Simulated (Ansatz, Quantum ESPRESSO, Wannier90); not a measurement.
# straight Mo chain, spacing 2.43 Å: Wannier functions and conductance, part 4 of 6

How many channels does the wire offer, and does a small Wannier basis get them right? The wire: straight Mo chain, spacing 2.43 Å.

Quantum ESPRESSO 7.5 and Wannier90 3.1.0; plane-wave DFT, LDA, GBRV ultrasoft pseudopotentials; cross-check by Ansatz 0.2.0 with PAW datasets.

So far. Step 2 (Self-consistent run): The run needed 10 iterations to bring the estimated error under 1e-07 Ry. Step 6 (Localisation, bands and conductance, with dis_win_max − …): The outer window must hold at least num_wann states at every k: widen it, with enough bands computed to fill it.

### Step 9. Wannier functions and transport

Level of this step: maximally localised Wannier functions and ballistic conductance; plane-wave DFT, LDA, GBRV ultrasoft pseudopotentials (Wannier90).

After disentangling and localising, transport_mode = bulk builds principal layers from hoppings within dist_cutoff and counts open channels.

The input, wan.win:

```
num_wann = 9
num_bands = 36
num_iter = 200
num_print_cycles = 20
conv_tol = 1e-8
conv_window = 5
guiding_centres = true
dis_num_iter = 1500
dis_conv_tol = 1e-8
dis_win_min = -13.1864
dis_win_max = 17.8136
dis_froz_max = -0.6864
search_shells = 120
fermi_energy = -2.1864

transport = true
transport_mode = bulk
one_dim_axis = z
dist_cutoff = 16.91
dist_cutoff_mode = one_dim
tran_win_min = -4.0
tran_win_max = 2.0
tran_energy_step = 0.02

bands_plot = true
bands_num_points = 96
begin kpoint_path
G 0.0 0.0 0.0 Z 0.0 0.0 0.5
end kpoint_path

begin projections
Mo:s;p;d
end projections

begin unit_cell_cart
ang
  8.0000000000 0.0000000000 0.0000000000
  0.0000000000 8.0000000000 0.0000000000
  0.0000000000 0.0000000000 2.4300000000
end unit_cell_cart

begin atoms_frac
  Mo 0.0000000000 0.0000000000 0.0000000000
end atoms_frac

mp_grid = 1 1 14
begin kpoints
  0.0 0.0 0.0000000000
  0.0 0.0 0.0714285714
  0.0 0.0 0.1428571429
  0.0 0.0 0.2142857143
  0.0 0.0 0.2857142857
  0.0 0.0 0.3571428571
  0.0 0.0 0.4285714286
  0.0 0.0 0.5000000000
  0.0 0.0 0.5714285714
  0.0 0.0 0.6428571429
  0.0 0.0 0.7142857143
  0.0 0.0 0.7857142857
  0.0 0.0 0.8571428571
  0.0 0.0 0.9285714286
end kpoints
```

Run with:

```console
$ OMP_NUM_THREADS=1 wannier90.x wan > wan.run.log
```

Output:

```text
[banner, memory and clock lines left out]
+---------------------------------------------------+
             |                                                   |
             |                   WANNIER90                       |
             |                                                   |
             +---------------------------------------------------+
             |                                                   |
             |        Welcome to the Maximally-Localized         |
             |        Generalized Wannier Functions code         |
             |                             |
             |                                                   |
             |                                                   |
             |  Wannier90 Developer Group:                       |
             |    Giovanni Pizzi    (EPFL)                       |
             |    Valerio Vitale    (Cambridge)                  |
             |    David Vanderbilt  (Rutgers University)         |
             |    Nicola Marzari    (EPFL)                       |
             |    Ivo Souza         (Universidad del Pais Vasco) |
             |    Arash A. Mostofi  (Imperial College London)    |
             |    Jonathan R. Yates (University of Oxford)       |
             |                                                   |
             |  For the full list of Wannier90 3.x authors,      |
             |  please check the code documentation and the      |
             |  README on the GitHub page of the code            |
             |                                                   |
             |                                                   |
             |                                                   |
             |  [ref] "Wannier90 as a community code:            |
             |        new features and applications",            |
             |        165902 (2020).                             |
             |            |
             |                                                   |
             |  in any publications arising from the use of      |
             |                                                   |
             |  [ref] "Maximally Localized Generalised Wannier   |
             |         Functions for Composite Energy Bands"     |
             |         N. Marzari and D. Vanderbilt              |
             |         Phys. Rev. B 56 12847 (1997)              |
             |                                                   |
             |  [ref] "Maximally Localized Wannier Functions     |
             |         for Entangled Energy Bands"               |
             |         I. Souza, N. Marzari and D. Vanderbilt    |
             |         Phys. Rev. B 65 035109 (2001)             |
             |                                                   |
             |                                                   |
             | Copyright (c) 1996-2020                           |
             |        The Wannier90 Developer Group and          |
             |        individual contributors                    |
             |                                                   |
             |      Release: 3.1.0        5th March    2020      |
             |                                                   |
             | This program is free software; you can            |
             | redistribute it and/or modify it under the terms  |
             | of the GNU General Public License as published by |
             | the Free Software Foundation; either version 2 of |
             | the License, or (at your option) any later version|
             |                                                   |
             | This program is distributed in the hope that it   |
             | will be useful, but WITHOUT ANY WARRANTY; without |
             | even the implied warranty of MERCHANTABILITY or   |
             | FITNESS FOR A PARTICULAR PURPOSE. See the GNU     |
             | General Public License for more details.          |
             |                                                   |
             | You should have received a copy of the GNU General|
             | Public License along with this program; if not,   |
             | write to the Free Software Foundation, Inc.,      |
             | 675 Mass Ave, Cambridge, MA 02139, USA.           |
             |                                                   |
             +---------------------------------------------------+
             +---------------------------------------------------+

 ******************************************************************************
 * -> Using CODATA 2006 constant values                                       *
 *    (                      *
 * -> Using Bohr value from CODATA                                            *
 ******************************************************************************

 Running in serial (with parallel executable)

                                    ------
                                    SYSTEM
                                    ------

                              Lattice Vectors (Ang)
                    a_1     8.000000   0.000000   0.000000
                    a_2     0.000000   8.000000   0.000000
                    a_3     0.000000   0.000000   2.430000

                   Unit Cell Volume:     155.52000  (Ang^3)

                        Reciprocal-Space Vectors (Ang^-1)
                    b_1     0.785398   0.000000   0.000000
                    b_2     0.000000   0.785398   0.000000
                    b_3     0.000000   0.000000   2.585673

 *----------------------------------------------------------------------------*
 |   Site       Fractional Coordinate          Cartesian Coordinate (Ang)     |
 +----------------------------------------------------------------------------+
 | Mo   1   0.00000   0.00000   0.00000   |    0.00000   0.00000   0.00000    |
 *----------------------------------------------------------------------------*
                                ------------
                                K-POINT GRID
                                ------------

             Grid size =  1 x  1 x 14      Total points =   14

 *---------------------------------- MAIN ------------------------------------*
 |  Number of Wannier Functions               :                 9             |
 |  Number of Objective Wannier Functions     :                 9             |
 |  Number of input Bloch states              :                36             |
 |  Output verbosity (1=low, 5=high)          :                 1             |
[...]
Delta: O_D= -0.3692297E-01 O_OD= -0.1086304E+00 O_TOT= -0.1455534E+00 <-- DLTA
 Cycle:     40
[...]
Sum of centres and spreads (  0.232376, -0.655202,  3.647226 )    13.50264689

     40    -0.301E-01     0.4084532216       13.5026469027       3.96  <-- CONV
        O_D=      0.0511671 O_OD=      2.7265466 O_TOT=     13.5026469 <-- SPRD
 Delta: O_D=  0.1104551E-01 O_OD= -0.4114661E-01 O_TOT= -0.3010111E-01 <-- DLTA
 Cycle:     60
[...]
Sum of centres and spreads (  0.131414, -0.638912,  3.647598 )    13.29081406

     60    -0.329E-02     0.1927097071       13.2908140724       3.98  <-- CONV
        O_D=      0.0424110 O_OD=      2.5234699 O_TOT=     13.2908141 <-- SPRD
 Delta: O_D= -0.2058923E-03 O_OD= -0.3086830E-02 O_TOT= -0.3292723E-02 <-- DLTA
 Cycle:     80
[...]
Sum of centres and spreads (  0.056762, -0.643140,  3.647612 )    13.19152552

     80    -0.466E-02     0.2191452208       13.1915255316       4.00  <-- CONV
        O_D=      0.0357624 O_OD=      2.4308299 O_TOT=     13.1915255 <-- SPRD
 Delta: O_D= -0.8290714E-03 O_OD= -0.3830642E-02 O_TOT= -0.4659714E-02 <-- DLTA
 Cycle:    100
[...]
Sum of centres and spreads ( -0.007783, -0.648768,  3.647543 )    13.09427205

    100    -0.345E-02     0.1550286119       13.0942720584       4.02  <-- CONV
        O_D=      0.0351051 O_OD=      2.3342338 O_TOT=     13.0942721 <-- SPRD
 Delta: O_D=  0.6203837E-03 O_OD= -0.4074975E-02 O_TOT= -0.3454591E-02 <-- DLTA

 Writing checkpoint file wan.chk... done

 Cycle:    120
[...]
Sum of centres and spreads ( -0.030418, -0.646256,  3.647568 )    13.06174362

    120    -0.617E-03     0.0812685250       13.0617436296       4.04  <-- CONV
        O_D=      0.0337239 O_OD=      2.3030865 O_TOT=     13.0617436 <-- SPRD
 Delta: O_D=  0.2492790E-04 O_OD= -0.6423404E-03 O_TOT= -0.6174125E-03 <-- DLTA
 Cycle:    140
[...]
Sum of centres and spreads ( -0.039193, -0.645797,  3.647565 )    13.05492116

    140    -0.127E-03     0.0368403248       13.0549211688       4.06  <-- CONV
        O_D=      0.0338088 O_OD=      2.2961792 O_TOT=     13.0549212 <-- SPRD
 Delta: O_D= -0.2464867E-04 O_OD= -0.1019695E-03 O_TOT= -0.1266181E-03 <-- DLTA
 Cycle:    160
[...]
Sum of centres and spreads ( -0.042495, -0.645706,  3.647560 )    13.05358827

    160    -0.297E-04     0.0147656459       13.0535882839       4.08  <-- CONV
        O_D=      0.0339216 O_OD=      2.2947335 O_TOT=     13.0535883 <-- SPRD
 Delta: O_D= -0.5104258E-06 O_OD= -0.2914066E-04 O_TOT= -0.2965108E-04 <-- DLTA
 Cycle:    180
[...]
Sum of centres and spreads ( -0.043638, -0.645428,  3.647559 )    13.05329194

    180    -0.626E-05     0.0081186078       13.0532919523       4.10  <-- CONV
        O_D=      0.0339510 O_OD=      2.2944077 O_TOT=     13.0532920 <-- SPRD
 Delta: O_D=  0.3805796E-05 O_OD= -0.1006601E-04 O_TOT= -0.6260213E-05 <-- DLTA
 Cycle:    200
[...]
Sum of centres and spreads ( -0.044140, -0.645321,  3.647559 )    13.05320627

    200    -0.232E-05     0.0049187669       13.0532062771       4.12  <-- CONV
        O_D=      0.0339691 O_OD=      2.2943039 O_TOT=     13.0532063 <-- SPRD
 Delta: O_D=  0.1040158E-05 O_OD= -0.3359315E-05 O_TOT= -0.2319157E-05 <-- DLTA

 Writing checkpoint file wan.chk... done

 Final State
[...]
WF centre and spread    2  ( -0.029058, -0.213794,  3.645730 )     1.90225229
  WF centre and spread    3  (  0.964266, -0.020653, -0.000223 )     1.60788031
  WF centre and spread    4  (  0.048743,  1.467585,  0.000629 )     1.77560910
  WF centre and spread    5  ( -0.005980, -0.070135, -0.000780 )     1.02445004
  WF centre and spread    6  (  0.008304, -0.000300,  0.000150 )     1.07634424
  WF centre and spread    7  ( -0.001108,  0.048212,  0.000596 )     1.09132676
  WF centre and spread    8  ( -0.926101,  0.049884, -0.000174 )     1.59212530
  WF centre and spread    9  (  0.011294, -0.018899, -0.000003 )     1.14934439
  Sum of centres and spreads ( -0.044140, -0.645321,  3.647559 )    13.05320627

         Spreads (Ang^2)       Omega I      =    10.724933196
        ================       Omega D      =     0.033969135
                               Omega OD     =     2.294303946
    Final Spread (Ang^2)       Omega Total  =    13.053206277
 Time for wannierise            0.189 (sec)

 Writing checkpoint file wan.chk... done

 *---------------------------------------------------------------------------*
 |                               PLOTTING                                    |
 *---------------------------------------------------------------------------*

 Translated centres
    translation centre in fractional coordinate:  0.000000  0.000000  0.000000
  WF centre     1  ( -0.114501, -1.887220,  0.001635 )
  WF centre     2  ( -0.029058, -0.213794, -1.214270 )
  WF centre     3  (  0.964266, -0.020653, -0.000223 )
  WF centre     4  (  0.048743,  1.467585,  0.000629 )
  WF centre     5  ( -0.005980, -0.070135, -0.000780 )
  WF centre     6  (  0.008304, -0.000300,  0.000150 )
  WF centre     7  ( -0.001108,  0.048212,  0.000596 )
  WF centre     8  ( -0.926101,  0.049884, -0.000174 )
  WF centre     9  (  0.011294, -0.018899, -0.000003 )

 Calculating interpolated band-structure

 Time to calculate interpolated band structure       0.011 (sec)

 Time for plotting              0.014 (sec)

 *---------------------------------------------------------------------------*
 |                              TRANSPORT                                    |
 *---------------------------------------------------------------------------*

 Calculation of Quantum Conductance and DoS: bulk mode

 Maximum imaginary part of the real-space Hamiltonian:     0.083408

     Maximum real part of the real-space Hamiltonian at each lattice point
            Lattice point R           Max |H_ij(R)|
                  -8                     0.000000
                  -7                     0.002365
                  -6                     0.006593
                  -5                     0.005698
                  -4                     0.014456
                  -3                     0.066070
                  -2                     0.394272
                  -1                     1.950364
                   0                     4.058621
                   1                     1.950364
                   2                     0.394272
                   3                     0.066070
                   4                     0.014456
                   5                     0.005698
                   6                     0.006593
                   7                     0.002365
                   8                     0.000000

 Number of unit cells inside the principal layer:     7
 Number of Wannier Functions inside the principal layer:    63

 Calculating quantum conductance and density of states... done

 Time for transport             3.326 (sec)
 Total Execution Time           7.568 (sec)

 *===========================================================================*
 |                             TIMING INFORMATION                            |
 *===========================================================================*
 |    Tag                                                Ncalls      Time (s)|
 |---------------------------------------------------------------------------|
 |kmesh: get                                        :         1         0.017|
 |overlap: allocate                                 :         1         0.000|
 |overlap: read                                     :         1         0.085|
 |dis: main                                         :         1         3.933|
 |wann: main                                        :         1         0.189|
 |plot: main                                        :         1         0.014|
 |tran: main                                        :         1         3.326|
 *---------------------------------------------------------------------------*

 All done: wannier90 exiting
[key lines of the parts left out:]
|  Fermi energy (eV)                         :            -2.186             |
```

It took 8.3 s on 1 MPI rank of Intel Xeon 6975P-C (Granite Rapids), shared host; peak memory 0.08 GiB.

Read from the output:

| Item | Value |
| --- | --- |
| lead channels at the Fermi level, one spin | 6.000 |
| total spread | 13.05 Å² |
| gauge-invariant spread | 10.72 Å² |
| largest misfit to plane-wave levels between mesh points, inside the frozen window | 0.01236 eV |

Per spin. The quantum conductance of the perfect wire, open channels by energy, zero at the Fermi level:

```tsv
energy (eV)	quantum conductance of the perfect wire, open channels
-3.7600	4.8e-6
-3.5000	1.000
-3.2600	1
-3.0000	1
-2.7600	1
-2.5000	1
-2.2600	3
-2.0000	3
-1.7600	3
-1.5000	3
-1.2600	3
-1.0200	4
-0.7600	4
-0.5000	6.00
-0.2600	6.00
0.0000	6
0.2400	6
0.5000	6
0.7400	6
1.0000	4.00
1.2400	4
1.5000	4
1.7400	4
2.0000	4
```

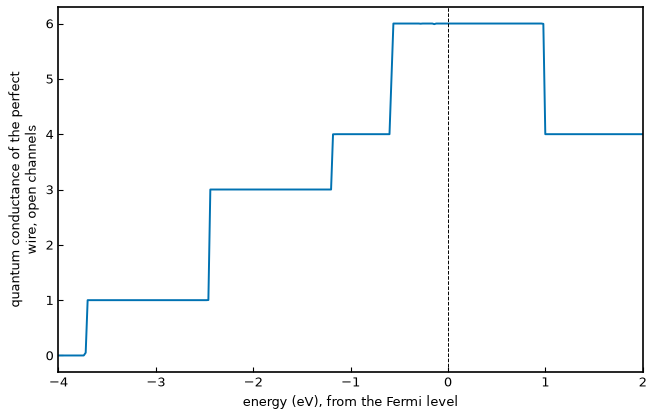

Quantum conductance of the perfect wire, open channels against energy.

Wannier functions:

```tsv
no.	x (Å)	y (Å)	z (Å)	spread (Å²)
1	-0.1145	-1.887	0.001635	1.834
2	-0.02906	-0.2138	3.646	1.902
3	0.9643	-0.02065	-2.23e-4	1.608
4	0.04874	1.468	6.29e-4	1.776
5	-0.00598	-0.07014	-7.80e-4	1.024
6	0.008304	-3.00e-4	1.50e-4	1.076
7	-0.001108	0.04821	5.96e-4	1.091
8	-0.9261	0.04988	-1.74e-4	1.592
9	0.01129	-0.0189	-3.00e-6	1.149
```

The electronic bands at the labelled points (eV, zero at the Fermi level; # counts the bands kept):

```tsv
point	#1	#2	#3	#4	#5	#6
Γ	-3.72	-1.18	-0.59	-0.58	2.56	2.84
Z	-2.46	-2.46	0.98	0.98	2.25	6.32
```

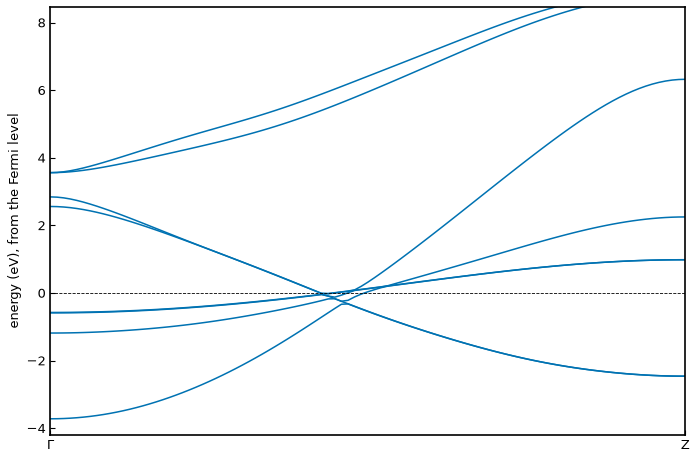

Electronic bands along the path.

Bands and channels are those of the Wannier model: bands that were not projected, and all outside the frozen window, are missing or only approximate.

Disentanglement stopped at its cap on iterations, so these spreads are not final.

At least 2 of the functions sit far from every atom, off the bonds: the outer window has let in states of the vacuum, so the basis is not the atomic one that was projected.

### Step 10. Neighbour list from wannier90 -pp, with dist_cutoff = 5.35

How much does a setting matter? One run is repeated with a change.

wan_w.win is the input of step 9 with these lines changed:

```diff
@@ -18,3 +18,3 @@
 one_dim_axis = z
-dist_cutoff = 16.91
+dist_cutoff = 5.35
 dist_cutoff_mode = one_dim
```

Run with:

```console
$ OMP_NUM_THREADS=1 wannier90.x -pp wan_w > wan_w.pp.log
```

Elapsed: 0.77 s, on 1 MPI rank; peak memory 0.08 GiB.

### Step 11. Overlaps and projections

The same post-processing, on the changed run.

The input, wan_w.p2w.in:

```
&inputpp
  prefix = 'nscf'
  outdir = './out'
  seedname = 'wan_w'
  write_mmn = .true.
  write_amn = .true.
  write_unk = .false.
/
```

Run with:

```console
$ OMP_NUM_THREADS=1 mpirun -n 4 pw2wannier90.x -in wan_w.p2w.in > wan_w.p2w.out
```

Wall time 3 s (4 MPI ranks); peak memory 0.21 GiB; 11 s of CPU time.

(Continued in part 5 of 6.)

[Logs are printed without paths, hosts, clocks, repeated set-up lines and the standing remarks that a program may print on its own settings, such as how far it seeks lower states.]

[Hosts, paths, dates, database ids (printed as entryN), source tags and the programs' standing remarks are cut or masked in the printed files.]

[Maps of the electrostatic potential energy from Ansatz leave out the sawtooth potential of an applied field or a dipole correction, so their vacuum need not be flat; planar profiles and work functions include it.]
